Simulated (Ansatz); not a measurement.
One stationary structure of CdS. Space group F-43m (No. 216), zinc blende type. Level of theory: r2SCAN (plane waves to 500 eV, PAW, scalar-relativistic; Ansatz, a program for electronic structure).

Space group F-43m (No. 216); a = b = c = 5.8789 Å, α = β = γ = 90.00°

| atom | site | symmetry | x | y | z |
|---|---|---|---|---|---|
| Cd | 4d | -43m | 0.7500 | 0.7500 | 0.7500 |
| S | 4a | -43m | 0.0000 | 0.0000 | 0.0000 |
(The calculation used a cell of 2 atoms; values per cell refer to that cell.)

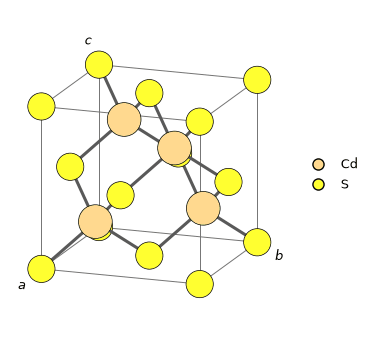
Fig. 1. The conventional cell of the relaxed structure

- Volume per atom: 25.40 Å³
- Band gap: 1.54 eV, direct at Γ (no spin-orbit coupling)
- Shortest distances: Cd–S 2.55 Å
- k-mesh: 10×10×10

Band energies at high-symmetry points (eV from the VBM; labels of this space group; no spin-orbit coupling), from −5 eV up to 4.4 eV:

```tsv
point	energies
Γ	0.00 0.00 0.00 1.54
X	-3.87 -1.84 -1.84 3.89
U	-3.83 -2.48 -1.49
K	-3.83 -2.48 -1.49
L	-4.31 -0.73 -0.73 3.44
W	-3.79 -2.20 -2.16
```

No spin polarisation in the result.

Measured for CdS: a 5.832 Å (room temperature; as listed in arXiv:1206.3780); gap 2.48 eV (0 K or low temperature; as listed in arXiv:1206.3780). Computed minus measured — a: r2SCAN +0.8 %; gap: r2SCAN -0.94 eV. The computed values are for a static lattice, and a measured gap can be an optical one, lowered by exciton binding.

The run could not lose the symmetry of its start.
